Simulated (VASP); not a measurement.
## GW-BSE spectrum of SiO2

Wanted: the lowest vertical excitons of SiO2 and its absorption. The cell has space group P4_32_12. The start is a cell from a database of measured crystal structures.

Main program and level: VASP 6.6.1; LDA; plane waves and PAW (Si_GW, O_GW), in the first sound run; inputs show where later runs differ.

### Step 1. The structure

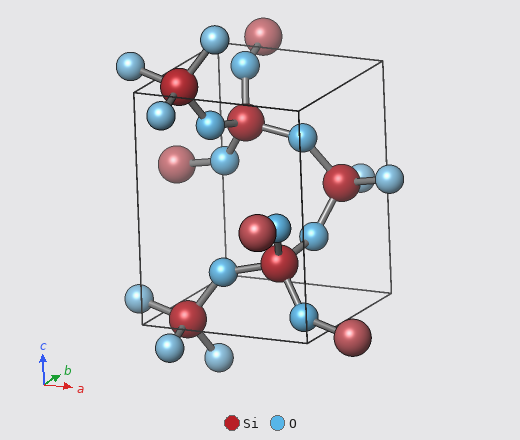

The cell as given, slightly off an axis (silicon red, oxygen blue). Some periodic images of atoms are drawn too.

As a file:

```xyz
12
Lattice="4.9329 0.0000 0.0000 0.0000 4.9329 0.0000 0.0000 0.0000 6.4645" Properties=species:S:1:pos:R:3 pbc="T T T"
Si    4.0337    4.0337    3.2323
Si    3.3657    1.5672    1.6161
Si    0.8992    0.8992    0.0000
Si    1.5672    3.3657    4.8484
O     1.3237    1.7984    5.1841
O     0.6681    3.7901    3.5680
O     3.6092    3.1345    1.9518
O     4.2648    1.1428    0.3357
O     3.7901    0.6681    2.8965
O     3.1345    3.6092    4.5127
O     1.1428    4.2648    6.1288
O     1.7984    1.3237    1.2804
```

### Step 2. Ground state

The orbitals come from a self-consistent LDA run with a tight EDIFF and a narrow smearing. KPOINTS_OPT adds the bands along a path, which shows whether the mesh holds the band edges.

File INCAR:

```
SYSTEM = SiO2
PREC = Accurate
ENCUT = 440
EDIFF = 1E-08
NELM = 100
ISMEAR = 0
SIGMA = 0.01
LREAL = .FALSE.
ALGO = Normal
GGA = CA
NBANDS = 44
LORBIT = 11
LWAVE = .TRUE.
LCHARG = .FALSE.
KPAR = 8
```

File POSCAR:

```
SiO2
1.0
    4.9329000000      0.0000000000      0.0000000000
    0.0000000000      4.9329000000      0.0000000000
    0.0000000000      0.0000000000      6.4645000000
Si O
4 8
Direct
    0.8177050000      0.8177050000      0.5000000000
    0.6822950000      0.3177050000      0.2500000000
    0.1822950000      0.1822950000      0.0000000000
    0.3177050000      0.6822950000      0.7500000000
    0.2683400000      0.3645700000      0.8019300000
    0.1354300000      0.7683400000      0.5519300000
    0.7316600000      0.6354300000      0.3019300000
    0.8645700000      0.2316600000      0.0519300000
    0.7683400000      0.1354300000      0.4480700000
    0.6354300000      0.7316600000      0.6980700000
    0.2316600000      0.8645700000      0.9480700000
    0.3645700000      0.2683400000      0.1980700000
```

File KPOINTS:

```
Automatic mesh
0
Gamma
4 4 4
0 0 0
```

File KPOINTS_OPT:

```
Line mode
8
Line-mode
Reciprocal
  0.00000000   0.00000000   0.00000000 GAMMA
  0.00000000   0.50000000   0.00000000 X

  0.00000000   0.50000000   0.00000000 X
  0.50000000   0.50000000   0.00000000 M

  0.50000000   0.50000000   0.00000000 M
  0.00000000   0.00000000   0.00000000 GAMMA

  0.00000000   0.00000000   0.00000000 GAMMA
  0.00000000   0.00000000   0.50000000 Z

  0.00000000   0.00000000   0.50000000 Z
  0.00000000   0.50000000   0.50000000 R

  0.00000000   0.50000000   0.50000000 R
  0.50000000   0.50000000   0.50000000 A

  0.50000000   0.50000000   0.50000000 A
  0.00000000   0.00000000   0.50000000 Z

  0.00000000   0.50000000   0.00000000 X
  0.00000000   0.50000000   0.50000000 R

  0.50000000   0.50000000   0.00000000 M
  0.50000000   0.50000000   0.50000000 A
```

Potentials, in the order of the species: Si_GW and O_GW (LDA family, release 64).

Command:

```console
$ mpirun -np 8 vasp_std
```

What it wrote:

```text
[banner, memory and clock lines left out]
running    8 mpi-ranks, on    1 nodes
 distrk:  each k-point on    1 cores,    8 groups
 distr:  one band on    1 cores,    1 groups

 POSCAR found type information on POSCAR SiO
 POSCAR found :  2 types and      12 ions
|                                                                             |
|           W    W    AA    RRRRR   N    N  II  N    N   GGGG   !!!           |
|           W    W   A  A   R    R  NN   N  II  NN   N  G    G  !!!           |
|           W    W  A    A  R    R  N N  N  II  N N  N  G       !!!           |
|           W WW W  AAAAAA  RRRRR   N  N N  II  N  N N  G  GGG   !            |
|           WW  WW  A    A  R   R   N   NN  II  N   NN  G    G                |
|           W    W  A    A  R    R  N    N  II  N    N   GGGG   !!!           |
|                                                                             |
|     For optimal performance we recommend to set                             |
|       NCORE = 2 up to number-of-cores-per-socket                            |
|     NCORE specifies how many cores store one orbital (NPAR=cpu/NCORE).      |
|     This setting can greatly improve the performance of VASP for DFT.       |
|     The default, NCORE=1 might be grossly inefficient on modern             |
|     multi-core architectures or massively parallel machines. Do your        |
|     Unfortunately you need to use the default for GW and RPA                |
|     calculations (for HF NCORE is supported but not extensively tested      |
|     yet).                                                                   |
|                                                                             |

 LDA part: xc-table for (Slater(with rela. corr.)+CA(PZ))
 , standard interpolation
 POSCAR, INCAR and KPOINTS ok, starting setup
 FFT: planning ... GRIDC
 FFT: planning ... GRID_SOFT
 FFT: planning ... GRID
 WAVECAR not read
 entering main loop
       N       E                     dE             d eps       ncg     rms          rms(c)
DAV:   1     0.588503602003E+03    0.58850E+03   -0.29104E+04  1736   0.122E+03
DAV:   2    -0.609374028285E+02   -0.64944E+03   -0.61199E+03  2480   0.524E+02
DAV:   3    -0.113771222584E+03   -0.52834E+02   -0.52219E+02  2156   0.142E+02
DAV:   4    -0.116781954589E+03   -0.30107E+01   -0.30013E+01  2656   0.431E+01
DAV:   5    -0.116851653859E+03   -0.69699E-01   -0.69596E-01  2176   0.553E+00    0.210E+01
DAV:   6    -0.104181331488E+03    0.12670E+02   -0.48174E+01  2576   0.514E+01    0.624E+00
DAV:   7    -0.103944456057E+03    0.23688E+00   -0.14069E+00  2140   0.643E+00    0.398E+00
DAV:   8    -0.103761089831E+03    0.18337E+00   -0.29419E-01  2028   0.610E+00    0.501E-01
DAV:   9    -0.103760473228E+03    0.61660E-03   -0.49982E-02  2964   0.183E+00    0.147E-01
DAV:  10    -0.103761083572E+03   -0.61034E-03   -0.14721E-03  2176   0.251E-01    0.481E-02
DAV:  11    -0.103761084875E+03   -0.13035E-05   -0.30006E-04  2676   0.118E-01    0.256E-02
DAV:  12    -0.103761074279E+03    0.10596E-04   -0.33476E-05  2464   0.443E-02    0.121E-02
DAV:  13    -0.103761072709E+03    0.15700E-05   -0.10155E-05  2200   0.205E-02    0.223E-03
DAV:  14    -0.103761072809E+03   -0.10001E-06   -0.14474E-06  2292   0.874E-03    0.960E-04
DAV:  15    -0.103761072801E+03    0.86102E-08   -0.89682E-08  2304   0.210E-03
   1 F= -.10376107E+03 E0= -.10376107E+03  d E =-.451634E-20
 Start KPOINTS_OPT (optional k-point list driver)
k-point batch [1-18\72]
       N       E                     dE             ncg
DAV:   1     0.403609853793E+04   -0.15464E+05     1736
DAV:   2    -0.648138039795E+04   -0.10517E+05     2504
DAV:   3    -0.737469226785E+04   -0.89331E+03     2240
DAV:   4    -0.743009355235E+04   -0.55401E+02     2624
DAV:   5    -0.743123171796E+04   -0.11382E+01     2264
DAV:   6    -0.743132277260E+04   -0.91055E-01     2896
DAV:   7    -0.743132368315E+04   -0.91055E-03     2368
DAV:   8    -0.743132373951E+04   -0.56358E-04     2752
DAV:   9    -0.743132374082E+04   -0.13124E-05     2312
DAV:  10    -0.743132374094E+04   -0.11944E-06     1712
DAV:  11    -0.743132374095E+04   -0.65311E-08     1416
[...]
k-point batch [55-72\72]
       N       E                     dE             ncg
DAV:   1     0.407304456011E+04   -0.21413E+05     1736
DAV:   2    -0.647982335001E+04   -0.10553E+05     2512
DAV:   3    -0.738371946613E+04   -0.90390E+03     2256
DAV:   4    -0.743631693357E+04   -0.52597E+02     2600
DAV:   5    -0.743737244920E+04   -0.10555E+01     2316
DAV:   6    -0.743743983572E+04   -0.67387E-01     2872
DAV:   7    -0.743744065041E+04   -0.81469E-03     2380
DAV:   8    -0.743744068665E+04   -0.36240E-04     2648
DAV:   9    -0.743744068736E+04   -0.70962E-06     2340
DAV:  10    -0.743744068742E+04   -0.60922E-07     1632
DAV:  11    -0.743744068742E+04   -0.16735E-08     1344
 writing wavefunctions
```

Wall time 80 s (8 MPI ranks of Intel Xeon Platinum 8375C at 2.90GHz (Ice Lake), shared host); peak memory 2.5 GiB.

Lines that name or quote the potential files are left out of all logs, and their timing lines are given in words.

Parts of OUTCAR (step 2):

```text
ion  position               nearest neighbor table
   1  0.818  0.818  0.500-   7 1.62  10 1.62   9 1.62   6 1.62   2 3.02   4 3.02   2 3.02   4 3.02

  LATTYP: Found a simple tetragonal cell.
 ALAT       =     4.9329000000
 C/A-ratio  =     1.3104867319

 Subroutine GETGRP returns: Found  8 space group operations
 (whereof  2 operations were pure point group operations)

The static configuration has the point symmetry C_2 .
 The point group associated with its full space group is D_4 .

 Found     18 irreducible k-points:

   k-points           NKPTS =     18   k-points in BZ     NKDIM =     18   number of bands    NBANDS=     44

   dimension x,y,z NGX =    36 NGY =   36 NGZ =   48
   dimension x,y,z NGXF=    72 NGYF=   72 NGZF=   96

   ENCUT  =  440.0 eV  32.34 Ry    5.69 a.u.   8.44  8.44 11.06*2*pi/ulx,y,z

   NELECT =      64.0000    total number of electrons

 k-points in reciprocal lattice and weights: Automatic mesh
   0.00000000  0.00000000  0.00000000       0.016
   0.25000000  0.00000000  0.00000000       0.062
   0.50000000  0.00000000  0.00000000       0.031
   0.25000000  0.25000000  0.00000000       0.062
   0.50000000  0.25000000  0.00000000       0.062
   0.50000000  0.50000000  0.00000000       0.016
   0.00000000  0.00000000  0.25000000       0.031
   0.25000000  0.00000000  0.25000000       0.125
   0.50000000  0.00000000  0.25000000       0.062
[...]
0.50000000  0.25000000  0.50000000       0.062
   0.50000000  0.50000000  0.50000000       0.016

 average (electrostatic) potential at core
       1 -72.2907       2 -72.2907       3 -72.2907       4 -72.2907       5 -74.1303
       6 -74.1303       7 -74.1303       8 -74.1303       9 -74.1303      10 -74.1303
      11 -74.1303      12 -74.1303

 E-fermi :   0.4778

 k-point     1 :       0.0000    0.0000    0.0000
  band No.  band energies     occupation
    ...
     28      -0.9286      2.00000
     29      -0.4231      2.00000
     30      -0.0470      2.00000
     31      -0.0470      2.00000
     32       0.4165      2.00000
     33       5.8997      0.00000
     34       8.9122      0.00000
     35       8.9122      0.00000
     36       9.5232      0.00000
     37       9.7700      0.00000
    ...

 k-point     2 :       0.2500    0.0000    0.0000
  band No.  band energies     occupation
    ...
     28      -0.6600      2.00000
     29      -0.5244      2.00000
     30      -0.1397      2.00000
     31      -0.1153      2.00000
     32       0.2453      2.00000
     33       6.5863      0.00000
     34       9.0603      0.00000
     35       9.0610      0.00000
     36       9.3014      0.00000
     37       9.3723      0.00000
    ...

 k-point     3 :       0.5000    0.0000    0.0000
  band No.  band energies     occupation
    ...
     28      -0.5519      2.00000
     29      -0.3132      2.00000
     30      -0.3132      2.00000
     31      -0.1288      2.00000
     32      -0.1288      2.00000
     33       8.0137      0.00000
     34       8.0137      0.00000
     35       9.2703      0.00000
     36       9.2703      0.00000
     37       9.8631      0.00000
    ...

  Total       -6.3674209     -6.3674209     -3.1131188     -0.0000000      0.0000000      0.0000000
  in kB      -64.8536735    -64.8536735    -31.7078443     -0.0000000      0.0000000      0.0000000
  external PRESSURE =     -53.8050638 kB  Pullay stress =       0.0000000 kB

  energy-cutoff  :      440.00
  volume of cell :      157.30
      direct lattice vectors                 reciprocal lattice vectors
     4.932900000  0.000000000  0.000000000     0.202720509  0.000000000  0.000000000
     0.000000000  4.932900000  0.000000000     0.000000000  0.202720509  0.000000000
     0.000000000  0.000000000  6.464500000     0.000000000  0.000000000  0.154691005

 POSITION                                       TOTAL-FORCE (eV/Angst)
 -----------------------------------------------------------------------------------
      4.03366      4.03366      3.23225         0.003049      0.003049     -0.000000
      3.36569      1.56721      1.61613        -0.003049      0.003049     -0.000000
      0.89924      0.89924      0.00000        -0.003049     -0.003049     -0.000000
      1.56721      3.36569      4.84837         0.003049     -0.003049     -0.000000
      1.32369      1.79839      5.18408         0.000721      0.198425      0.119106
      0.66806      3.79014      3.56795        -0.198425      0.000721      0.119106
      3.60921      3.13451      1.95183        -0.000721     -0.198425      0.119106
      4.26484      1.14276      0.33570         0.198425     -0.000721      0.119106
      3.79014      0.66806      2.89655         0.000721     -0.198425     -0.119106
      3.13451      3.60921      4.51267        -0.198425     -0.000721     -0.119106
      1.14276      4.26484      6.12880        -0.000721      0.198425     -0.119106
      1.79839      1.32369      1.28042         0.198425      0.000721     -0.119106
 -----------------------------------------------------------------------------------
    total drift:                               -0.000000      0.000000      0.000000

  FREE ENERGIE OF THE ION-ELECTRON SYSTEM (eV)
  ---------------------------------------------------
  free  energy   TOTEN  =      -103.7610728005 eV

  energy  without entropy=     -103.7610728005  energy(sigma->0) =     -103.76107280

 total charge
# of ion       s       p       d       tot
------------------------------------------
    1        0.622   0.972   0.512   2.106
    2        0.622   0.972   0.512   2.106
    3        0.622   0.972   0.512   2.106
    4        0.622   0.972   0.512   2.106
    5        1.514   3.621   0.000   5.135
    6        1.514   3.621   0.000   5.135
    7        1.514   3.621   0.000   5.135
    8        1.514   3.621   0.000   5.135
    9        1.514   3.621   0.000   5.135
   10        1.514   3.621   0.000   5.135
   11        1.514   3.621   0.000   5.135
   12        1.514   3.621   0.000   5.135
--------------------------------------------------
tot         14.598  32.859   2.047  49.503

[... 3 further parts left out ...]
```

Numbers from this step:

| Property | Result |
| --- | --- |
| free energy (TOTEN) | -103.7611 eV |
| Fermi energy | 0.4778 eV |
| pressure | -5.381 GPa |
| least gap on mesh and path | 5.483 eV |
| least direct gap on mesh and path | 5.483 eV |

The highest empty bands on the path are converged less tightly, to about 0.1 eV. The electronic bands at the labelled points (eV, zero at the valence-band top; v1 is the highest filled band, c1 the lowest empty one):

| point | v4 | v3 | v2 | v1 | c1 | c2 | c3 | c4 |
| --- | --- | --- | --- | --- | --- | --- | --- | --- |
| Γ | -0.84 | -0.46 | -0.46 | 0.00 | 5.48 | 8.50 | 8.50 | 9.11 |
| X | -0.73 | -0.73 | -0.55 | -0.55 | 7.60 | 7.60 | 8.85 | 8.85 |
| M | -0.59 | -0.59 | -0.50 | -0.50 | 8.34 | 8.34 | 8.44 | 8.44 |
| Γ | -0.84 | -0.46 | -0.46 | 0.00 | 5.48 | 8.50 | 8.50 | 9.11 |
| Z | -0.72 | -0.72 | -0.42 | -0.42 | 6.89 | 6.89 | 8.88 | 8.88 |
| R | -0.91 | -0.91 | -0.23 | -0.23 | 7.94 | 7.94 | 8.93 | 8.93 |
| A | -0.51 | -0.51 | -0.51 | -0.51 | 8.80 | 8.80 | 8.80 | 8.80 |
| Z | -0.72 | -0.72 | -0.42 | -0.42 | 6.89 | 6.89 | 8.88 | 8.88 |
| jump to X | -0.73 | -0.73 | -0.55 | -0.55 | 7.60 | 7.60 | 8.85 | 8.85 |
| R | -0.91 | -0.91 | -0.23 | -0.23 | 7.94 | 7.94 | 8.93 | 8.93 |
| jump to M | -0.59 | -0.59 | -0.50 | -0.50 | 8.34 | 8.34 | 8.44 | 8.44 |
| A | -0.51 | -0.51 | -0.51 | -0.51 | 8.80 | 8.80 | 8.80 | 8.80 |

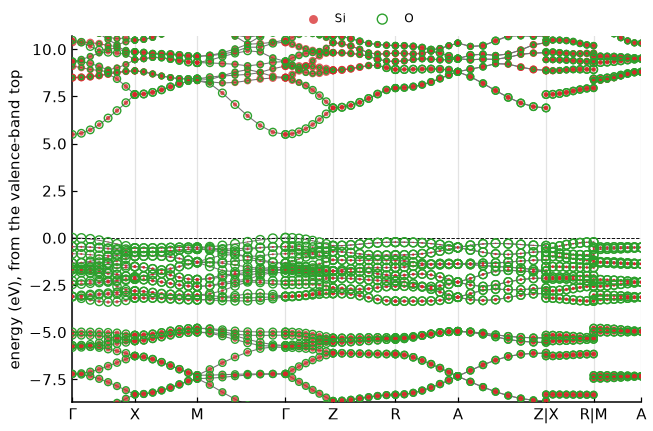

Electronic bands along the path; dots are coloured as in the legend, and their area grows with the weight.

The cell has a gap of 5.48 eV on mesh and path and a pressure of -5.4 GPa, which holds the misfit of the given cell and coordinates with this functional, and any error of cutoff, mesh and data sets. Forces of up to 0.23 eV/Å remain in these settings.

### Step 3. Empty bands

The next step needs empty bands that the ground-state run didn't converge, so the Hamiltonian is diagonalised exactly for NBANDS bands, in a single step. LOPTICS writes the k-derivatives of the orbitals (WAVEDER), which give the long-wavelength limit of the screening.

File INCAR:

```
SYSTEM = SiO2
PREC = Accurate
ENCUT = 440
ISMEAR = 0
SIGMA = 0.01
LREAL = .FALSE.
GGA = CA
NBANDS = 360
ALGO = Exact
NELM = 1
LWAVE = .TRUE.
LCHARG = .FALSE.
LOPTICS = .TRUE.
NEDOS = 1000
CSHIFT = 0.1
```

POSCAR is that of step 2.

KPOINTS is that of step 2.

Command:

```console
$ mpirun -np 8 vasp_std
```

What it wrote:

```text
[banner, memory and clock lines left out]
running    8 mpi-ranks, on    1 nodes
 distrk:  each k-point on    8 cores,    1 groups
 distr:  one band on    1 cores,    8 groups

 POSCAR found type information on POSCAR SiO
 POSCAR found :  2 types and      12 ions
 [... a notice as in an earlier step ...]

 LDA part: xc-table for (Slater(with rela. corr.)+CA(PZ))
 , standard interpolation
 found WAVECAR, reading the header
  number of bands has changed, file:    44 present:   360
  trying to continue reading WAVECAR, but it might fail
 POSCAR, INCAR and KPOINTS ok, starting setup
 FFT: planning ... GRIDC
 FFT: planning ... GRID_SOFT
 FFT: planning ... GRID
 reading WAVECAR
 random initialization beyond band           44
 the WAVECAR file was read successfully
 initial charge from wavefunction
 entering main loop
       N       E                     dE             d eps       ncg     rms          rms(c)
DIA:   1    -0.103761072813E+03   -0.10376E+03    0.00000E+00     0   0.000E+00
   1 F= -.10376107E+03 E0= -.10376107E+03  d E =-.238408E-22
 writing wavefunctions
 optical routines
 imaginary and real dielectric function
 recalculating local potential from charge density
 direction            1
 direction            2
 direction            3
```

The job ended after 5.2 min (8 MPI ranks; peak memory 5.6 GiB; 41 min of CPU time).

OUTCAR, selected parts (step 3):

```text
 Found     18 irreducible k-points:

   k-points           NKPTS =     18   k-points in BZ     NKDIM =     18   number of bands    NBANDS=    360

   NELECT =      64.0000    total number of electrons

 E-fermi :   0.4818

 k-point     1 :       0.0000    0.0000    0.0000
  band No.  band energies     occupation
    ...
     28      -0.9287      2.00000
     29      -0.4232      2.00000
     30      -0.0472      2.00000
     31      -0.0472      2.00000
     32       0.4164      2.00000
     33       5.8996      0.00000
     34       8.9122      0.00000
     35       8.9122      0.00000
     36       9.5232      0.00000
     37       9.7699      0.00000
    ...

 k-point     2 :       0.2500    0.0000    0.0000
  band No.  band energies     occupation
    ...
     28      -0.6602      2.00000
     29      -0.5245      2.00000
     30      -0.1399      2.00000
     31      -0.1154      2.00000
     32       0.2452      2.00000
     33       6.5862      0.00000
     34       9.0603      0.00000
     35       9.0610      0.00000
     36       9.3014      0.00000
     37       9.3722      0.00000
    ...

  Total       -6.3572936     -6.3572936     -3.1032970      0.0000000      0.0000000     -0.0000000
  in kB      -64.7505244    -64.7505244    -31.6078065      0.0000000      0.0000000     -0.0000000
  external PRESSURE =     -53.7029518 kB  Pullay stress =       0.0000000 kB

 POSITION                                       TOTAL-FORCE (eV/Angst)
 -----------------------------------------------------------------------------------
      4.03366      4.03366      3.23225         0.003053      0.003053     -0.000000
      3.36569      1.56721      1.61613        -0.003053      0.003053     -0.000000
      0.89924      0.89924      0.00000        -0.003053     -0.003053     -0.000000
      1.56721      3.36569      4.84837         0.003053     -0.003053     -0.000000
      1.32369      1.79839      5.18408         0.000691      0.198482      0.119224
      0.66806      3.79014      3.56795        -0.198482      0.000691      0.119224
      3.60921      3.13451      1.95183        -0.000691     -0.198482      0.119224
      4.26484      1.14276      0.33570         0.198482     -0.000691      0.119224
      3.79014      0.66806      2.89655         0.000691     -0.198482     -0.119224
      3.13451      3.60921      4.51267        -0.198482     -0.000691     -0.119224
      1.14276      4.26484      6.12880        -0.000691      0.198482     -0.119224
      1.79839      1.32369      1.28042         0.198482      0.000691     -0.119224
 -----------------------------------------------------------------------------------
    total drift:                               -0.000000      0.000000      0.000000

  FREE ENERGIE OF THE ION-ELECTRON SYSTEM (eV)
  ---------------------------------------------------
  free  energy   TOTEN  =      -103.7610728127 eV

  energy  without entropy=     -103.7610728127  energy(sigma->0) =     -103.76107281

 plasma frequency squared (from intraband transitions) (eV^2)
  --------------------------------------------------------------------------------------
       0.000       0.000       0.000
       0.000       0.000       0.000
       0.000       0.000       0.000

[... 8 parts as in an earlier step ...]

[... 5 further parts left out ...]
```

WAVECAR now holds 360 bands for 64 electrons. Its independent-particle dielectric tensor has xx, yy, zz = 2.6, 2.6, 2.6 on this mesh, which isn't tested for convergence in mesh or bands and lacks local fields.

[end of part 1 of 3]

[Lines on the potential files, build, host, timing and source positions are cut from VASP's logs without a mark.]

[Logs are printed without paths, hosts, clocks, repeated set-up lines and the standing remarks that a program may print on its own settings, such as how far it seeks lower states.]

[Hosts, paths, dates, database ids (printed as entryN), source tags and the programs' standing remarks are cut or masked in the printed files.]

[Pressures printed for these runs are not shown converged in the cutoff: they can be off by several GPa and have the wrong sign.]
